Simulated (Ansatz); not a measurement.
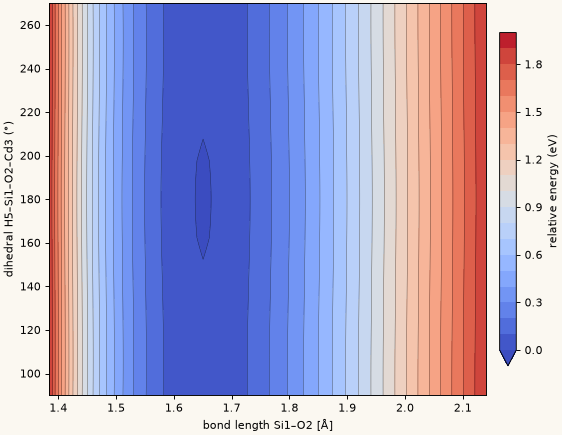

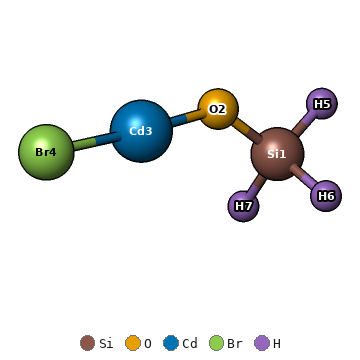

Energy landscape of BrCdH3OSi, SMILES [SiH3][O][Cd][Br]. 
- The first coordinate is: bond length Si1–O2; the second: dihedral H5–Si1–O2–Cd3.
- Nothing is relaxed (all other coordinates rigid).
- Grid: 7 × 7 points.
- Points are written as (first, second).
- All energies are given in eV relative to the lowest grid point.
- The calculation used RKS PBE0-D4/def2-SVP in Ansatz 0.2.0.

Drawn: filled contours. Between grid points the surface is interpolated. The second picture is the structure at the lowest point.

Question: Summarise what can be read from the map.

Answer: The lowest grid point is at (1.636 Å, 180°). The highest grid point, (1.384 Å, 240°), lies 1.91 eV above the lowest.

Each point was launched as `ansatz run input.yaml --threads 1 --pin off --max-ram 2560MiB --backend cpu --events-out ev --progress --plain --runs-dir out`. Time for the 49 points that were run: 11 min on 1 thread of Arm Neoverse V1, on a shared host.
